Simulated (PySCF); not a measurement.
# RuOCl₂: singlet, from a T-shaped (ligand arrangement 1) start

Where does singlet RuOCl₂ go from a T-shaped (ligand arrangement 1) start, is the end point a minimum, and what are its modes, charges and moments?

Method: PBE0, basis Ru def2-SVP with ECP28, O def2-SVP, Cl def2-SVP, scalar-relativistic core potentials, no spin–orbit coupling, density fitting; program: PySCF 2.14.0.

**1. Starting geometry**

4 atoms, charge 0, spin multiplicity 1.

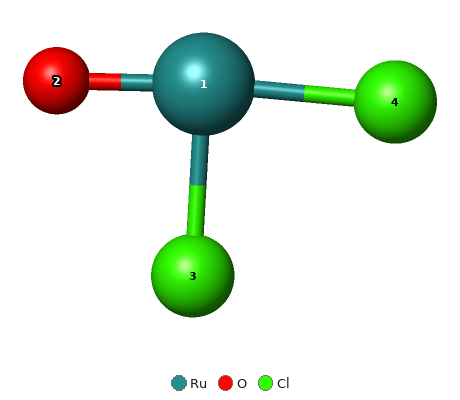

As it starts; ruthenium teal, oxygen red, chlorine green; atoms are numbered from 1 in the order of the file.

```xyz
4
charge 0 multiplicity 1
Ru    0.0000    0.0000    0.0000
O    -1.7090    0.0000    0.0597
Cl    0.0000    0.0000    2.2400
Cl    2.2386    0.0000    0.0782
```

**2. First SCF at the start**

One driver script runs all steps and calls PySCF; scf.py shows how it sets up the SCF of each step. The optimiser is the driver's own. After this first run the driver tries any further starts and a stability analysis.

The input, scf.py:

```python
from pyscf import gto, scf, dft
mol = gto.M(atom='''
Ru     0.000000     0.000000     0.000000
O     -1.709000     0.000000     0.059700
Cl     0.000000     0.000000     2.240000
Cl     2.238600     0.000000     0.078200''',
    basis={'Ru': 'def2-SVP', 'O': 'def2-SVP', 'Cl': 'def2-SVP'},
    ecp={'Ru': 'def2-SVP'},
    charge=0, spin=0)
mf = dft.RKS(mol, xc='PBE0')
mf.grids.atom_grid = (50, 194)
aux = {'Ru': 'def2-universal-JKFIT', 'O': 'def2-universal-JKFIT', 'Cl': 'def2-universal-JKFIT'}
mf = mf.density_fit(auxbasis=aux)
mf.conv_tol = 1e-08
mf.diis_space = 10
mf.max_cycle = 60
mf.init_guess = 'minao'
mf.verbose = 4
mf.kernel()
```

The run is started by

```console
$ OMP_NUM_THREADS=2 python axn.py task.json out
```

Log, cut to the lines that bear on the results:

```text
[... the frontier levels of the middle cycles are left out ...]
init E= -1080.51025432035
  HOMO = -0.576658242674798  LUMO = -0.546596409836456  gap/eV = 0.81802
cycle= 1 E= -1089.42577166854  delta_E= -8.92  |g|= 1.09  |ddm|=  3.4
  HOMO = -0.0641472491892033  LUMO = -0.0367963310289349  gap/eV = 0.74426
cycle= 2 E= -1088.53188952687  delta_E= 0.894  |g|= 2.08  |ddm|= 3.33
  HOMO = -0.242154730945854  LUMO = -0.186946056176855  gap/eV = 1.50230
cycle= 3 E= -1089.65801064927  delta_E= -1.13  |g|= 0.584  |ddm|= 2.61
cycle= 4 E= -1089.50286494591  delta_E= 0.155  |g|= 1.12  |ddm|= 1.05
cycle= 5 E= -1089.7268625721  delta_E= -0.224  |g|= 0.187  |ddm|= 0.661
cycle= 6 E= -1089.73703438135  delta_E= -0.0102  |g|= 0.0473  |ddm|= 0.276
cycle= 7 E= -1089.73746173018  delta_E= -0.000427  |g|= 0.0155  |ddm|= 0.0431
cycle= 8 E= -1089.73753433873  delta_E= -7.26e-05  |g|= 0.00259  |ddm|= 0.0163
cycle= 9 E= -1089.73754013268  delta_E= -5.79e-06  |g|= 0.00104  |ddm|= 0.00955
cycle= 10 E= -1089.73754229292  delta_E= -2.16e-06  |g|= 0.000555  |ddm|= 0.00591
cycle= 11 E= -1089.73754424814  delta_E= -1.96e-06  |g|= 0.000459  |ddm|= 0.00701
cycle= 12 E= -1089.73754606949  delta_E= -1.82e-06  |g|= 0.00033  |ddm|= 0.00823
cycle= 13 E= -1089.73754778186  delta_E= -1.71e-06  |g|= 0.000285  |ddm|= 0.0113
cycle= 14 E= -1089.73754863986  delta_E= -8.58e-07  |g|= 6.61e-05  |ddm|= 0.0122
cycle= 15 E= -1089.73754868612  delta_E= -4.63e-08  |g|= 2.83e-05  |ddm|= 0.00331
cycle= 16 E= -1089.73754868645  delta_E= -3.31e-10  |g|= 7.78e-06  |ddm|= 0.000124
  HOMO = -0.289213360800431  LUMO = -0.199655186395896  gap/eV = 2.43700
Extra cycle  E= -1089.73754868637  delta_E= 8.23e-11  |g|= 2.3e-05  |ddm|= 3.31e-05
converged SCF energy = -1089.73754868637
```

This step, with its further starts and checks, needed 20 s of wall time on 2 threads, shared host.

The starts that the driver tried:

```
                      start   energy (Eh)
    the minimal-basis guess  -1089.737549
a thermally smeared density  -1089.737549
      a smeared PBE density  -1089.737549
```

No lower closed-shell solution turned up from the other starts or in the test of internal stability.

**3. T-shaped (ligand arrangement 1) start, singlet: relaxation**

The program finds Cs symmetry in the start, which this walk keeps.

Changes to scf.py since step 2:

```diff
@@ -3,4 +3,4 @@
-Ru     0.000000     0.000000     0.000000
-O     -1.709000     0.000000     0.059700
-Cl     0.000000     0.000000     2.240000
-Cl     2.238600     0.000000     0.078200''',
+Ru    -0.271224     0.000000    -0.436654
+O     -1.980224     0.000000    -0.376954
+Cl    -0.271224     0.000000     1.803346
+Cl     1.967376     0.000000    -0.358454''',
@@ -17 +16,0 @@
-mf.init_guess = 'minao'
```

Steps of the walk:

```
step   energy (Eh)  change (kJ/mol)  largest symmetric gradient (Eh/bohr)
   0  -1089.737549             0.00                               0.08271
   1  -1089.759587           -57.86                               0.04137
   2  -1089.782983          -119.29                               0.03092
   3  -1089.788088          -132.69                               0.08079
   4  -1089.795764          -152.84                               0.02295
   5  -1089.797997          -158.71                               0.00761
   6  -1089.799512          -162.69                               0.00763
   7  -1089.799609          -162.94                               0.00292
   8  -1089.799622          -162.97                               0.00094
   9  -1089.799632          -163.00                               0.00057
  10  -1089.799639          -163.02                               0.00064
  11  -1089.799640          -163.02                               0.00024
```

The walk took 62 s.

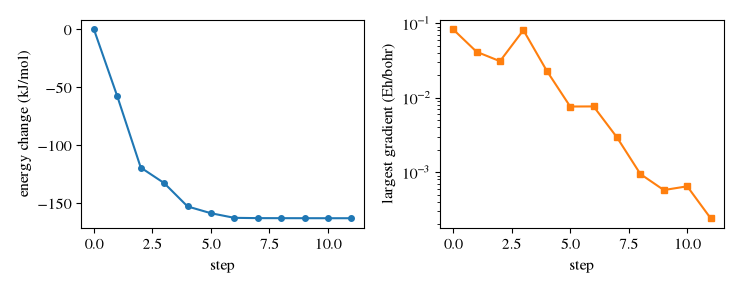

How energy and gradient fall.

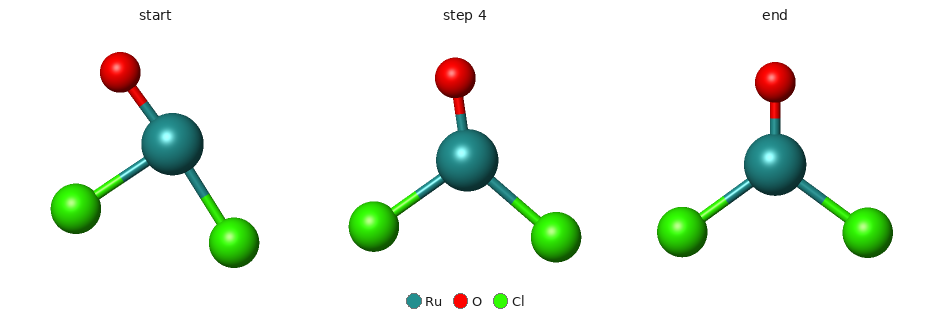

The geometry along the walk, at one scale.

End point (C2v, 11 steps, 163.0 kJ/mol gained): Ru–Cl 2.213 Å (×2), Ru–O 1.587 Å; Cl–Ru–Cl 107.5°, Cl–Ru–O 126.3° (×2).

**4. Is it a minimum? Harmonic modes**

The point is checked on the finer grid, and tightened if its gradient asks for it. The Hessian and the dipole derivatives come from central differences of analytic gradients, with steps of 0.01 bohr.

Changes to scf.py since step 3:

```diff
@@ -3,4 +3,4 @@
-Ru    -0.271224     0.000000    -0.436654
-O     -1.980224     0.000000    -0.376954
-Cl    -0.271224     0.000000     1.803346
-Cl     1.967376     0.000000    -0.358454''',
+Ru    -0.291908    -0.000000    -0.197201
+O     -1.607238    -0.000000    -1.085785
+Cl    -0.205847     0.000000     2.013936
+Cl     1.791540    -0.000000    -0.942706''',
@@ -11 +11 @@
-mf.grids.atom_grid = (50, 194)
+mf.grids.atom_grid = (75, 302)
@@ -14 +13,0 @@
-mf.conv_tol = 1e-08
```

The driver hands on the density of the step before, so the log starts near convergence.

Log of the central SCF (cycles and frontier levels):

```text
init E= -1089.79961658668
  HOMO = -0.285537192180666  LUMO = -0.169847935800873  gap/eV = 3.14807
cycle= 1 E= -1089.79961658662  delta_E= 6.43e-11  |g|= 1.91e-05  |ddm|= 2.83e-05
  HOMO = -0.285538657614163  LUMO = -0.169846507490495  gap/eV = 3.14814
cycle= 2 E= -1089.79961658585  delta_E= 7.67e-10  |g|= 6.47e-05  |ddm|= 6.12e-05
  HOMO = -0.285537219961594  LUMO = -0.169847211661288  gap/eV = 3.14809
cycle= 3 E= -1089.79961658668  delta_E= -8.28e-10  |g|= 9.31e-06  |ddm|= 4.24e-05
  HOMO = -0.285537619723251  LUMO = -0.1698477503727  gap/eV = 3.14808
cycle= 4 E= -1089.7996165867  delta_E= -2.23e-11  |g|= 1.6e-06  |ddm|= 1.06e-05
  HOMO = -0.285537246002053  LUMO = -0.169847213203998  gap/eV = 3.14809
Extra cycle  E= -1089.7996165867  delta_E= 2.27e-13  |g|= 4.09e-06  |ddm|= 6.05e-06
converged SCF energy = -1089.7996165867
```

The whole step took 78 s.

Geometry: C2v; Ru–Cl 2.213 Å (×2), Ru–O 1.587 Å; Cl–Ru–Cl 107.5°, Cl–Ru–O 126.3° (×2).

Harmonic modes (main isotopes):

```json
{"symmetry": "a1", "ω (cm⁻¹)": "115", "IR (km/mol)": "0.6", "μ (u)": "37.90"}
{"symmetry": "b1", "ω (cm⁻¹)": "161", "IR (km/mol)": "2.7", "μ (u)": "26.42"}
{"symmetry": "b2", "ω (cm⁻¹)": "197", "IR (km/mol)": "8.1", "μ (u)": "19.19"}
{"symmetry": "a1", "ω (cm⁻¹)": "401", "IR (km/mol)": "22.6", "μ (u)": "38.02"}
{"symmetry": "b2", "ω (cm⁻¹)": "420", "IR (km/mol)": "80.3", "μ (u)": "44.44"}
{"symmetry": "a1", "ω (cm⁻¹)": "1135", "IR (km/mol)": "219", "μ (u)": "18.00"}
```

All wavenumbers are real: a minimum.

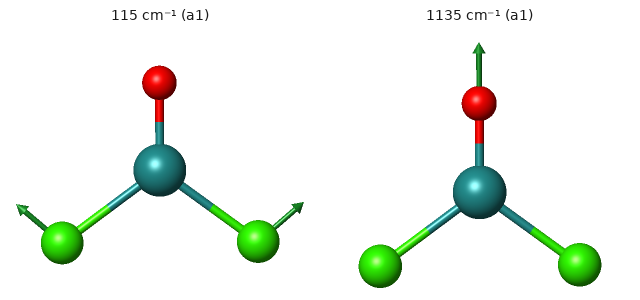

Displacements of 2 of the modes, as arrows (one member where a mode is degenerate).

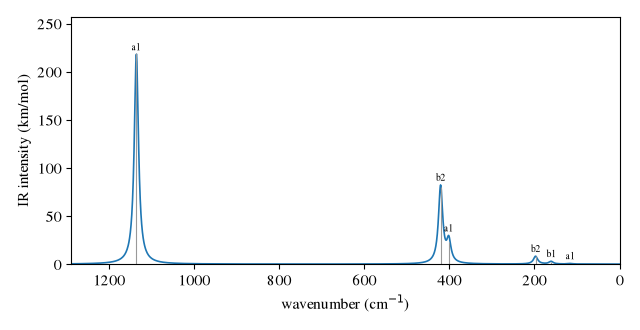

The harmonic infrared spectrum (widths in cm⁻¹). Lines are broadened to a width of 12 cm⁻¹ (Lorentzian).

Properties at this point:

```yaml
Dipole_moment: 0.83 D
Highest_occupied_level: -7.77 eV
Lowest_empty_level: -4.62 eV
Rotational_constants: 0.1232, 0.07573, 0.0469 cm⁻¹
Zero-point_energy: 14.5 kJ/mol
Principal_polarisabilities: 34.4, 60.5, 70.3 bohr³
Atomisation_energy_without_zero-point_energy: 1121 kJ/mol
Principal_traceless_quadrupole_moments_about_the_centre_of_mass: -1.02, 0.07, 0.95 D Å
Entropy_at_298.15_K_and_1_bar: 325.2 J/(mol K)
Heat_capacity_Cp_at_298.15_K: 70.1 J/(mol K)
Enthalpy_at_298.15_K_above_0_K: 16.52 kJ/mol
Rotational_symmetry_number: 2
```

Charges (e) and bond orders:

```csv
atom,Mulliken,Löwdin,polar tensor,Mayer order to Ru1
Ru1,0.57,-0.41,1.59,–
O2,-0.27,0.06,-0.71,2.11
"Cl3,4",-0.15,0.18,-0.44,1.19
```

Mulliken populations on Ru1 (outside its core potential): s 2.46, p 6.45, d 6.50, f 0.03.

**5. A spin-polarised start**

A stability analysis found the closed shell of the lowest minimum unstable towards spin polarisation, so the unrestricted solution is followed.

The program finds C2v symmetry in the start, which may break.

Changes to scf.py since step 4:

```diff
@@ -3,4 +3,4 @@
-Ru    -0.291908    -0.000000    -0.197201
-O     -1.607238    -0.000000    -1.085785
-Cl    -0.205847     0.000000     2.013936
-Cl     1.791540    -0.000000    -0.942706''',
+Ru    -0.291884    -0.000000    -0.197185
+O     -1.607214    -0.000000    -1.085769
+Cl    -0.205823     0.000000     2.013952
+Cl     1.791564    -0.000000    -0.942690''',
@@ -10,2 +10,2 @@
-mf = dft.RKS(mol, xc='PBE0')
-mf.grids.atom_grid = (75, 302)
+mf = dft.UKS(mol, xc='PBE0')
+mf.grids.atom_grid = (50, 194)
@@ -13,0 +14 @@
+mf.conv_tol = 1e-08
```

The optimiser's trace:

```
step   energy (Eh)  change (kJ/mol)  largest gradient (Eh/bohr)
   0  -1089.801060             0.00                     0.01163
   1  -1089.801270            -0.55                     0.00360
   2  -1089.801311            -0.66                     0.00098
   3  -1089.801345            -0.75                     0.00143
   4  -1089.801336            -0.72                     0.00163
   5  -1089.801353            -0.77                     0.00059
   6  -1089.801353            -0.77                     0.00015
```

The walk took 56 s.

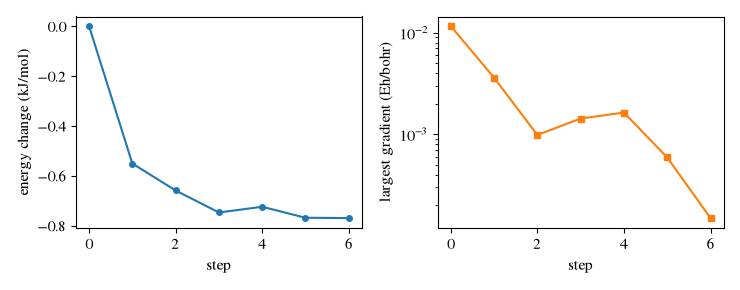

How energy and gradient fall.

End point (C2v, 6 steps, 0.8 kJ/mol gained): Ru–Cl 2.218 Å (×2), Ru–O 1.599 Å; Cl–Ru–Cl 110.0°, Cl–Ru–O 125.0° (×2).

**6. Vibrations and properties at this point**

The point was taken to the finer grid, but the Hessian ran out of time, so its nature is unknown.

**7. Summary of results**

| quantity | value |
| --- | --- |
| minimum | singlet, C2v (closed shell, unstable towards spin polarisation) |
| geometry | Ru–Cl 2.213 Å (×2), Ru–O 1.587 Å; Cl–Ru–Cl 107.5°, Cl–Ru–O 126.3° (×2) |
| wavenumbers (cm⁻¹) | 115 (a1), 161 (b1), 197 (b2), 401 (a1), 420 (b2), 1135 (a1) |
| dipole moment | 0.83 D |
| highest occupied, lowest empty level | -7.77, -4.62 eV |
| polar-tensor charge of Ru1 | +1.59 e |
| zero-point energy | 14.5 kJ/mol |

From Cs at the start the molecule goes to a C2v minimum. The strongest infrared band lies at 1135 cm⁻¹ (a1, stretch). Other starts or spin states, not run here, may lie lower. Spin polarisation would lower this closed shell, so its numbers describe a constrained state.

The search up to here needed 5.5 min of wall time on 2 threads, shared host.
